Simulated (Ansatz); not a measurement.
# SiH3F (SiFH3) at 6 levels

Aim: a comparison of 6 runs (UHF/STO-3G, CAM-B3LYP/STO-3G, HSE06/STO-3G, PBE0/STO-3G, UPBE0/STO-3G, CCSD(T)/STO-3G) of SiH3F (SiFH3). 

The results are computed with Ansatz 0.2.0.

48 further runs of the same task are left out: 2 that didn't finish, 46 set aside as unsound or not needed.

## 1. The molecule

SiH3F: 5 atoms, total charge 0, spin state singlet. SMILES: `[H][Si]([H])([H])F`. The H5–Si1 distance was set to 2.181 Å, away from the relaxed value. At this shape a bond of the SMILES string is far longer than usual.

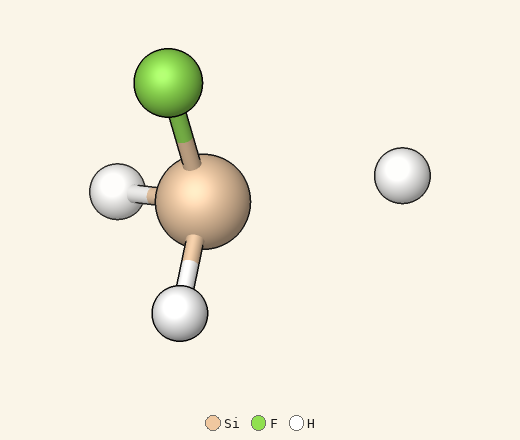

The structure, seen from a chosen angle (silicon light orange, fluorine green, hydrogen white).

## 2. A single-point energy at UHF/STO-3G (run 1)

job.yaml reads:

```yaml
crystal:
  periodic: [false, false, false]
  atoms:
    - symbol: Si
      position_ang: [0.349545, 0.607860, 0.101021]
    - symbol: F
      position_ang: [0.361105, 0.587510, 1.706591]
    - symbol: H
      position_ang: [1.750515, 0.617680, -0.287609]
    - symbol: H
      position_ang: [-0.359035, 1.825570, -0.258769]
    - symbol: H
      position_ang: [-0.701150, -1.212020, -0.482790]
basis:
  gaussian:
    orbitals: STO-3G
magnetization:
  spin_polarized: true
hamiltonian:
  xc: hf
accuracy: high
```

Run with:

```sh
ansatz run job.yaml --threads 1 --pin off --max-ram 2610MiB --events-out events.jsonl --progress --plain --runs-dir runs
```

The log of the run:

```text
Warning: RAYON_NUM_THREADS=1 ignored (pool sized by the plan → 1); use --threads N
Functional definition: HF
  name "HF"
  exchange = exact_x
  correlation = 0
290 factors; integrals over basis functions are off by at most 3.7e-8 eV
mean field evaluation 1: about -10481.0339 eV, gradient 1.4e1 eV
mean field evaluation 2: about -10481.0472 eV, gradient 1.4e1 eV
mean field evaluation 4: about -10483.0604 eV, gradient 7.8e-1 eV
mean field evaluation 8: about -10483.0679 eV, gradient 4.7e-6 eV
mean field evaluation 16: about -10483.4695 eV, gradient 6.8e-2 eV
mean field -10483.45897604 eV, -385.2600114257 hartree, gradient 3.0e-8 eV, S^2 0.490838; 1 other end points of the search recorded, 0 dependent functions left out
reference -10483.45897604 eV, -385.2600114257 hartree; 13, 13 occupied and 4, 4 virtual orbitals, 290 factors
Total energy: -10483.45897604 eV, -385.2600114257 hartree
```

Run time: 0.14 s. Hardware: 1 thread of Arm Neoverse V1, shared host.

## 3. A single-point energy at CAM-B3LYP/STO-3G (run 2)

run.yaml reads:

```yaml
crystal:
  periodic: [false, false, false]
  atoms:
    - {symbol: Si, position_ang: [0.349545, 0.607860, 0.101021]}
    - {symbol: F, position_ang: [0.361105, 0.587510, 1.706591]}
    - {symbol: H, position_ang: [1.750515, 0.617680, -0.287609]}
    - {symbol: H, position_ang: [-0.359035, 1.825570, -0.258769]}
    - {symbol: H, position_ang: [-0.701150, -1.212020, -0.482790]}
basis:
  gaussian:
    orbitals: STO-3G
hamiltonian:
  xc: {name: CAM-B3LYP}
accuracy: high
```

Run with:

```sh
ansatz run run.yaml --threads 1 --pin off --max-ram 2610MiB --events-out events.jsonl --progress --plain --runs-dir runs
```

The log of the run:

```text
Warning: RAYON_NUM_THREADS=1 ignored (pool sized by the plan → 1); use --threads N
Functional definition: CAM-B3LYP
  name "CAM-B3LYP"
  parameter alpha = 0.19
  parameter beta = 0.46
  parameter omega = 0.33/bohr
  parameter ac = 0.81
  exchange = (1 - alpha - beta)*b88_x + beta*b88_x_sr(omega) + alpha*exact_x + beta*exact_x_lr(omega)
  correlation = (1 - ac)*vwn5_c + ac*lyp_c
290 factors; integrals over basis functions are off by at most 3.7e-8 eV
137 factors; integrals over basis functions are off by at most 7.1e-10 eV
mean field evaluation 1: about -10505.2653 eV, gradient 2.3e1 eV
mean field evaluation 2: about -10506.2208 eV, gradient 1.9e1 eV
mean field evaluation 4: about -10507.6873 eV, gradient 9.8e-2 eV
mean field evaluation 8: about -10507.6386 eV, gradient 2.0e-3 eV
mean field evaluation 16: about -10507.6386 eV, gradient 2.9e-8 eV
mean field -10507.63860966 eV, -386.1485965719 hartree, gradient 2.9e-8 eV, S^2 0.000000; 0 other end points of the search recorded, 0 dependent functions left out
reference -10507.63862140 eV, -386.1485970032 hartree; 13, 13 occupied and 4, 4 virtual orbitals, 290 factors
Total energy: -10507.63862140 eV, -386.1485970032 hartree
```

Run time: 1.1 s. Hardware: 1 thread of Arm Neoverse V1, shared host; peak memory 0.093 GiB.

Runs 3 to 5 aren't shown in full; the table further down has their settings and results.

## 4. A single-point energy at CCSD(T)/STO-3G (run 6)

run.yaml, as its differences from that of step 3:

```diff
@@ -11,4 +11,7 @@
     orbitals: STO-3G
-hamiltonian:
-  xc: {name: CAM-B3LYP}
+scf:
+  omitted_lower_state_checks: [cluster_reference, increment]
 accuracy: high
+correlation:
+  method: ccsd_t
+  frozen_orbitals: {F: 1, H: 0, Si: 5}
```

Run with:

```sh
ansatz run run.yaml --threads 1 --pin off --max-ram 2610MiB --events-out events.jsonl --progress --plain --runs-dir runs
```

The log of the run, cut to the lines that bear on the results:

```text
Warning: RAYON_NUM_THREADS=1 ignored (pool sized by the plan → 1); use --threads N
[... 2 set-up lines as earlier in the session ...]
[...]
290 factors; integrals over basis functions are off by at most 3.7e-8 eV
[...]
mean field -10483.06792871 eV, -385.2456407015 hartree, gradient 1.1e-8 eV, S^2 0.000000; 0 other end points of the search recorded, 0 dependent functions left out; unrestricted orbitals would lower it
6 core orbitals not correlated: weight in the atoms' cores, before any rotation towards them, 1.000 or more for the frozen orbitals, at most 0.000 for the correlated occupied ones
reference -10483.06792871 eV, -385.2456407015 hartree; 7, 7 occupied and 4, 4 virtual orbitals, 290 factors
second order -2.08442171 eV of doubles, -0.00000000 eV of singles
cycle   1  -2.68366385 eV  change   -6.0e-1 eV  update   9.7e-2
[...]
cycle  23  -3.12863262 eV  change   -1.1e-9 eV  update  5.8e-10
perturbative correction -0.09245016 eV, -0.0033974806 hartree
Total energy: -10486.28901149 eV, -385.3640133103 hartree
Checks for a lower state left out: cluster_reference, increment
```

Wall time 0.14 s (1 thread of Arm Neoverse V1, shared host).

## 5. All runs side by side

```csv
run,level,frozen core orbitals,energy (Eh),wall time
1,UHF/STO-3G,–,-385.260011,0.14 s
2,CAM-B3LYP/STO-3G,–,-386.148597,1.1 s
3,HSE06/STO-3G,–,-385.999537,1.1 s
4,PBE0/STO-3G,–,-386.009126,0.93 s
5,UPBE0/STO-3G,–,-386.009126,1.6 s
6,CCSD(T)/STO-3G,6,-385.364013,0.14 s
```

## 6. Outcome

| quantity | value |
| --- | --- |
| run 6: total energy | -385.36401 Eh |
| run 6: correlation energy (6 core orbitals frozen) | -118.4 mEh |
| run 6: (T) correction | -3.40 mEh |
| run 6: T1 diagnostic | 0.012 |

In words: Totals of different functionals can't be ranked against each other. In run 6 the log says that unrestricted orbitals would lower the reference, so the values rest on an unstable closed-shell determinant (other closed-shell runs at this shape may share the fault). In runs 1, 2, 3, 4, 5, 6 the basis is minimal, so the values are rough. Spin contamination of the reference: run 1 ⟨S²⟩ = 0.49. All runs together took 5 s, the longest 1.6 s.
